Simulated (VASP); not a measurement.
# Vacuum and the quasiparticle gap of a sheet of PtS2, part 2 of 5

How does the G0W0 gap of a single sheet of PtS2 depend on the vacuum between its repeats?

VASP 6.6.1, plane waves and PAW; the level of theory is named at each step.

So far. Step 2 (Relaxation): At PBE, with these data sets, the largest force is down to 4.9e-4 eV/Å. The lattice constant was typed and isn't relaxed: the sheet is stretched, by 1.5 N/m.

## 3. Ground state

This step: PBE; plane waves and PAW (Pt_GW, S_GW) (VASP 6.6.1).

The orbitals come from a self-consistent PBE run with a tight EDIFF and a narrow smearing. KPOINTS_OPT adds the bands along a path, which shows whether the mesh holds the band edges.

Input file INCAR:

```
SYSTEM = PtS2
PREC = Accurate
ENCUT = 300
EDIFF = 1E-08
NELM = 100
ISMEAR = 0
SIGMA = 0.01
LREAL = .FALSE.
ALGO = Normal
GGA = PE
NBANDS = 17
LASPH = .TRUE.
LORBIT = 11
LWAVE = .TRUE.
LCHARG = .FALSE.
KPAR = 8
```

Input file POSCAR:

```
PtS2
1.0
    3.6207302000      0.0000000000      0.0000000000
   -1.8103651000      3.1356443334      0.0000000000
    0.0000000000      0.0000000000     11.0000000000
Pt S
1 2
Direct
    0.0000000000      0.0000000000      0.5000000000
    0.3333333333      0.6666666667      0.6091362704
    0.6666666667      0.3333333333      0.3908637296
```

Input file KPOINTS:

```
Automatic mesh
0
Gamma
9 9 1
0 0 0
```

Input file KPOINTS_OPT:

```
Line mode
12
Line-mode
Reciprocal
  0.00000000   0.00000000   0.00000000 GAMMA
  0.50000000   0.00000000   0.00000000 M

  0.50000000   0.00000000   0.00000000 M
  0.33333333   0.33333333   0.00000000 K

  0.33333333   0.33333333   0.00000000 K
  0.00000000   0.00000000   0.00000000 GAMMA

  0.00000000   0.00000000   0.00000000 GAMMA
  0.00000000   0.00000000   0.50000000 A

  0.00000000   0.00000000   0.50000000 A
  0.50000000   0.00000000   0.50000000 L

  0.50000000   0.00000000   0.50000000 L
  0.33333333   0.33333333   0.50000000 H

  0.33333333   0.33333333   0.50000000 H
  0.00000000   0.00000000   0.50000000 A

  0.50000000   0.00000000   0.50000000 L
  0.50000000   0.00000000   0.00000000 M

  0.33333333   0.33333333   0.00000000 K
  0.33333333   0.33333333   0.50000000 H
```

Potentials, in the order of the species: Pt_GW and S_GW (PBE family, release 64).

On the command line:

```console
$ mpirun -np 8 vasp_std
```

Output:

```text
[banner, memory and clock lines left out]
running    8 mpi-ranks, on    1 nodes
 distrk:  each k-point on    1 cores,    8 groups
 distr:  one band on    1 cores,    1 groups

 POSCAR found type information on POSCAR PtS
 POSCAR found :  2 types and       3 ions
 [... a notice as in an earlier step ...]

 LDA part: xc-table for (Slater+PW92), standard interpolation
 POSCAR, INCAR and KPOINTS ok, starting setup
 FFT: planning ... GRIDC
 FFT: planning ... GRID_SOFT
 FFT: planning ... GRID
 WAVECAR not read
 entering main loop
       N       E                     dE             d eps       ncg     rms          rms(c)
DAV:   1     0.947801327712E+02    0.94780E+02   -0.72475E+03   623   0.764E+02
DAV:   2    -0.818960727832E+01   -0.10297E+03   -0.99594E+02   646   0.209E+02
DAV:   3    -0.163498819872E+02   -0.81603E+01   -0.80758E+01   592   0.557E+01
DAV:   4    -0.168365433295E+02   -0.48666E+00   -0.48592E+00   656   0.138E+01
DAV:   5    -0.168557913237E+02   -0.19248E-01   -0.19243E-01   600   0.233E+00    0.142E+01
DAV:   6    -0.157119315703E+02    0.11439E+01   -0.79411E+00   704   0.312E+01    0.949E+00
DAV:   7    -0.154456119915E+02    0.26632E+00   -0.15639E+00   664   0.146E+01    0.376E+00
DAV:   8    -0.154326657037E+02    0.12946E-01   -0.11006E-01   576   0.237E+00    0.971E-01
DAV:   9    -0.154278380783E+02    0.48276E-02   -0.21619E-02   616   0.165E+00    0.206E-01
DAV:  10    -0.154283639000E+02   -0.52582E-03   -0.32414E-03   502   0.473E-01    0.484E-02
DAV:  11    -0.154284546318E+02   -0.90732E-04   -0.29186E-04   720   0.121E-01    0.219E-02
DAV:  12    -0.154284960274E+02   -0.41396E-04   -0.30798E-05   536   0.431E-02    0.542E-03
DAV:  13    -0.154285061643E+02   -0.10137E-04   -0.38388E-06   624   0.135E-02    0.391E-03
DAV:  14    -0.154285347699E+02   -0.28606E-04   -0.55449E-06   502   0.983E-03    0.158E-03
DAV:  15    -0.154285432063E+02   -0.84364E-05   -0.10210E-06   536   0.337E-03    0.177E-03
DAV:  16    -0.154285468340E+02   -0.36277E-05   -0.85110E-07   516   0.300E-03    0.538E-04
DAV:  17    -0.154285471637E+02   -0.32976E-06   -0.70039E-08   592   0.142E-03    0.313E-04
DAV:  18    -0.154285471683E+02   -0.45127E-08   -0.74075E-09   440   0.944E-04
   1 F= -.15428547E+02 E0= -.15428547E+02  d E =-.108566E-41
 Start KPOINTS_OPT (optional k-point list driver)
k-point batch [1-12\108]
       N       E                     dE             ncg
DAV:   1    -0.460703358345E+02   -0.33409E+04      620
DAV:   2    -0.136893226907E+04   -0.13229E+04      632
DAV:   3    -0.147108514527E+04   -0.10215E+03      584
DAV:   4    -0.147634242916E+04   -0.52573E+01      640
DAV:   5    -0.147660370618E+04   -0.26128E+00      608
DAV:   6    -0.147665876767E+04   -0.55061E-01      768
DAV:   7    -0.147665956859E+04   -0.80092E-03      640
DAV:   8    -0.147665965760E+04   -0.89015E-04      712
DAV:   9    -0.147665966358E+04   -0.59751E-05      688
DAV:  10    -0.147665966366E+04   -0.83954E-07      624
DAV:  11    -0.147665966367E+04   -0.50645E-08      552
[...]
k-point batch [97-108\108]
       N       E                     dE             ncg
DAV:   1    -0.105749624823E+03   -0.75769E+04      616
DAV:   2    -0.142900558141E+04   -0.13233E+04      648
DAV:   3    -0.151627678042E+04   -0.87271E+02      608
DAV:   4    -0.152032521249E+04   -0.40484E+01      696
DAV:   5    -0.152051877373E+04   -0.19356E+00      672
DAV:   6    -0.152052934081E+04   -0.10567E-01      704
DAV:   7    -0.152053008942E+04   -0.74862E-03      696
DAV:   8    -0.152053010409E+04   -0.14667E-04      712
DAV:   9    -0.152053010496E+04   -0.87294E-06      680
DAV:  10    -0.152053010518E+04   -0.21681E-06      592
DAV:  11    -0.152053010518E+04   -0.22258E-08      520
 writing wavefunctions
```

It took 12 s on 8 MPI ranks of Intel Xeon 6975P-C (Granite Rapids), shared host; peak memory 1.4 GiB; 91 s of CPU time.

Parts of OUTCAR (step 3):

```text
The static configuration has the point symmetry D_3d.

 Found     12 irreducible k-points:

   k-points           NKPTS =     12   k-points in BZ     NKDIM =     12   number of bands    NBANDS=     17

   dimension x,y,z NGX =    20 NGY =   20 NGZ =   64
   dimension x,y,z NGXF=    40 NGYF=   40 NGZF=  128

   ENCUT  =  300.0 eV  22.05 Ry    4.70 a.u.   5.11  5.11 15.53*2*pi/ulx,y,z

   NELECT =      22.0000    total number of electrons

 E-fermi :  -0.9474

 k-point     1 :       0.0000    0.0000    0.0000
  band No.  band energies     occupation
    ...
      7      -3.8101      2.00000
      8      -1.7055      2.00000
      9      -1.5927      2.00000
     10      -1.3538      2.00000
     11      -1.3538      2.00000
     12       2.1404      0.00000
     13       2.1404      0.00000
     14       4.1607      0.00000
     15       4.9495      0.00000
     16       5.9726      0.00000
    ...

 k-point     2 :       0.1111   -0.0000    0.0000
  band No.  band energies     occupation
    ...
      7      -3.9300      2.00000
      8      -2.3575      2.00000
      9      -1.3707      2.00000
     10      -1.3016      2.00000
     11      -1.0587      2.00000
     12       1.4888      0.00000
     13       1.9559      0.00000
     14       4.4928      0.00000
     15       5.5157      0.00000
     16       6.0647      0.00000
    ...

  Total       -1.0874268     -1.0874268     -0.0854933      0.0000000     -0.0000000     -0.0000000
  in kB      -13.9506668    -13.9506668     -1.0967989      0.0000000     -0.0000000     -0.0000000
  external PRESSURE =      -9.6660441 kB  Pullay stress =       0.0000000 kB

  energy-cutoff  :      300.00
  volume of cell :      124.89
      direct lattice vectors                 reciprocal lattice vectors
     3.620730200  0.000000000  0.000000000     0.276187383  0.159456860  0.000000000
    -1.810365100  3.135644333  0.000000000     0.000000000  0.318913720  0.000000000
     0.000000000  0.000000000 11.000000000     0.000000000  0.000000000  0.090909091

 POSITION                                       TOTAL-FORCE (eV/Angst)
 -----------------------------------------------------------------------------------
      0.00000      0.00000      5.50000         0.000000      0.000000      0.000000
     -0.00000      2.09043      6.70050         0.000000     -0.000000      0.031755
      1.81037      1.04521      4.29950        -0.000000      0.000000     -0.031755
 -----------------------------------------------------------------------------------
    total drift:                               -0.000000      0.000000      0.000000

  FREE ENERGIE OF THE ION-ELECTRON SYSTEM (eV)
  ---------------------------------------------------
  free  energy   TOTEN  =       -15.4285471683 eV

  energy  without entropy=      -15.4285471683  energy(sigma->0) =      -15.42854717

 total charge
# of ion       s       p       d       f       tot
--------------------------------------------------
    1        0.665   0.732   7.857   0.078   9.332
    2        1.359   2.240   0.066   0.000   3.665
    3        1.359   2.240   0.066   0.000   3.665
--------------------------------------------------
tot          3.383   5.211   7.989   0.078  16.661

[... 2 parts as in an earlier step ...]

[... 7 further parts left out ...]
```

This step gave:

- free energy (TOTEN): -15.43 eV
- Fermi energy: -0.9474 eV
- least gap on mesh and path: 1.684 eV
- least direct gap on mesh and path: 1.784 eV

The highest empty bands on the path are converged less tightly, to about 0.1 eV. The electronic bands at the labelled points (eV, zero at the valence-band top; v1 is the highest filled band, c1 the lowest empty one):

| point | v4 | v3 | v2 | v1 | c1 | c2 | c3 | c4 |
| --- | --- | --- | --- | --- | --- | --- | --- | --- |
| Γ | -0.73 | -0.62 | -0.38 | -0.38 | 3.12 | 3.12 | 5.14 | 5.92 |
| M | -2.16 | -2.14 | -1.68 | -1.29 | 2.63 | 2.92 | 5.50 | 6.78 |
| K | -2.47 | -2.14 | -0.78 | -0.78 | 2.09 | 2.09 | 6.83 | 9.05 |
| Γ | -0.73 | -0.62 | -0.38 | -0.38 | 3.12 | 3.12 | 5.14 | 5.92 |
| A | -0.73 | -0.62 | -0.38 | -0.38 | 3.12 | 3.12 | 5.56 | 5.60 |
| L | -2.16 | -2.14 | -1.68 | -1.29 | 2.63 | 2.92 | 5.50 | 6.78 |
| H | -2.47 | -2.14 | -0.78 | -0.78 | 2.09 | 2.09 | 6.84 | 8.93 |
| A | -0.73 | -0.62 | -0.38 | -0.38 | 3.12 | 3.12 | 5.56 | 5.60 |
| jump to L | -2.16 | -2.14 | -1.68 | -1.29 | 2.63 | 2.92 | 5.50 | 6.78 |
| M | -2.16 | -2.14 | -1.68 | -1.29 | 2.63 | 2.92 | 5.50 | 6.78 |
| jump to K | -2.47 | -2.14 | -0.78 | -0.78 | 2.09 | 2.09 | 6.83 | 9.05 |
| H | -2.47 | -2.14 | -0.78 | -0.78 | 2.09 | 2.09 | 6.84 | 8.93 |

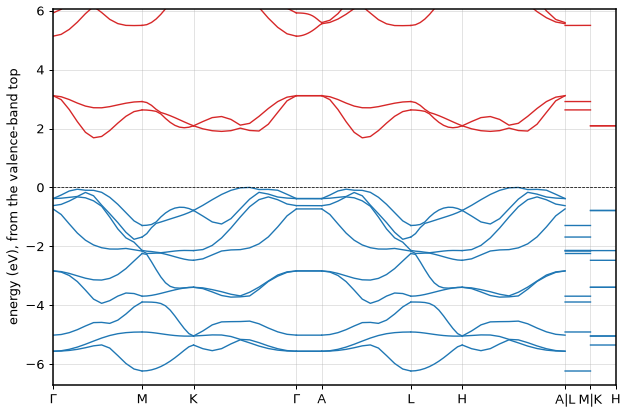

Electronic bands along the path; lines of filled and empty bands in two colours.

The cell has a gap of 1.68 eV on mesh and path; the in-plane stress times the cell height is -1.5 N/m (compression positive), so the typed lattice constant isn't this level's equilibrium. Spin-orbit coupling is left out, which can shift or reorder these edges.

## 4. Empty bands, box 11 Å

The next step needs empty bands that the ground-state run didn't converge, so the Hamiltonian is diagonalised exactly for NBANDS bands, in a single step. LOPTICS writes the k-derivatives of the orbitals (WAVEDER), which give the long-wavelength limit of the screening.

Input file INCAR:

```
SYSTEM = PtS2
PREC = Accurate
ENCUT = 300
ISMEAR = 0
SIGMA = 0.01
LREAL = .FALSE.
GGA = PE
NBANDS = 248
LASPH = .TRUE.
ALGO = Exact
NELM = 1
LWAVE = .TRUE.
LCHARG = .FALSE.
LOPTICS = .TRUE.
NEDOS = 1000
CSHIFT = 0.1
```

POSCAR is that of step 3.

KPOINTS is that of step 3.

On the command line:

```console
$ mpirun -np 8 vasp_std
```

Output:

```text
[banner, memory and clock lines left out]
running    8 mpi-ranks, on    1 nodes
 distrk:  each k-point on    8 cores,    1 groups
 distr:  one band on    1 cores,    8 groups

 POSCAR found type information on POSCAR PtS
 POSCAR found :  2 types and       3 ions
 [... a notice as in an earlier step ...]

 LDA part: xc-table for (Slater+PW92), standard interpolation
 found WAVECAR, reading the header
  number of bands has changed, file:    17 present:   248
  trying to continue reading WAVECAR, but it might fail
 POSCAR, INCAR and KPOINTS ok, starting setup
 FFT: planning ... GRIDC
 FFT: planning ... GRID_SOFT
 FFT: planning ... GRID
 reading WAVECAR
 random initialization beyond band           17
 the WAVECAR file was read successfully
 initial charge from wavefunction
 entering main loop
       N       E                     dE             d eps       ncg     rms          rms(c)
DIA:   1    -0.154285471480E+02   -0.15429E+02    0.00000E+00     0   0.000E+00
   1 F= -.15428547E+02 E0= -.15428547E+02  d E =-.151271E-27
 writing wavefunctions
 optical routines
 imaginary and real dielectric function
 recalculating local potential from charge density
 direction            1
 direction            2
 direction            3
```

Elapsed: 14 s, on 8 MPI ranks; peak memory 1.8 GiB.

From OUTCAR (step 4):

```text
The static configuration has the point symmetry D_3d.

 Found     12 irreducible k-points:

   k-points           NKPTS =     12   k-points in BZ     NKDIM =     12   number of bands    NBANDS=    248

   NELECT =      22.0000    total number of electrons

 E-fermi :  -0.9666

 k-point     1 :       0.0000    0.0000    0.0000
  band No.  band energies     occupation
    ...
      7      -3.8101      2.00000
      8      -1.7055      2.00000
      9      -1.5927      2.00000
     10      -1.3539      2.00000
     11      -1.3539      2.00000
     12       2.1404      0.00000
     13       2.1404      0.00000
     14       4.1603      0.00000
     15       4.9495      0.00000
     16       5.9721      0.00000
    ...

 k-point     2 :       0.1111   -0.0000    0.0000
  band No.  band energies     occupation
    ...
      7      -3.9300      2.00000
      8      -2.3575      2.00000
      9      -1.3707      2.00000
     10      -1.3017      2.00000
     11      -1.0587      2.00000
     12       1.4888      0.00000
     13       1.9559      0.00000
     14       4.4924      0.00000
     15       5.5157      0.00000
     16       6.0646      0.00000
    ...

  Total       -1.0874345     -1.0874345     -0.0858188      0.0000000      0.0000000      0.0000000
  in kB      -13.9507655    -13.9507655     -1.1009752      0.0000000      0.0000000      0.0000000
  external PRESSURE =      -9.6675021 kB  Pullay stress =       0.0000000 kB

 POSITION                                       TOTAL-FORCE (eV/Angst)
 -----------------------------------------------------------------------------------
      0.00000      0.00000      5.50000        -0.000000      0.000000      0.000000
     -0.00000      2.09043      6.70050         0.000000     -0.000000      0.031689
      1.81037      1.04521      4.29950        -0.000000      0.000000     -0.031689
 -----------------------------------------------------------------------------------
    total drift:                               -0.000000      0.000000      0.000000

  FREE ENERGIE OF THE ION-ELECTRON SYSTEM (eV)
  ---------------------------------------------------
  free  energy   TOTEN  =       -15.4285471480 eV

  energy  without entropy=      -15.4285471480  energy(sigma->0) =      -15.42854715

 plasma frequency squared (from intraband transitions) (eV^2)
  --------------------------------------------------------------------------------------
       0.000       0.000       0.000
       0.000       0.000       0.000
       0.000       0.000       0.000

[... 7 parts as in an earlier step ...]

[... 5 further parts left out ...]
```

WAVECAR now holds 248 bands for 22 electrons.

[end of part 2 of 5]

[Lines on the potential files, build, host, timing and source positions are cut from VASP's logs without a mark.]

[Logs are printed without paths, hosts, clocks, repeated set-up lines and the standing remarks that a program may print on its own settings, such as how far it seeks lower states.]

[Hosts, paths, dates, database ids (printed as entryN), source tags and the programs' standing remarks are cut or masked in the printed files.]

[Pressures printed for these runs are not shown converged in the cutoff: they can be off by several GPa and have the wrong sign.]
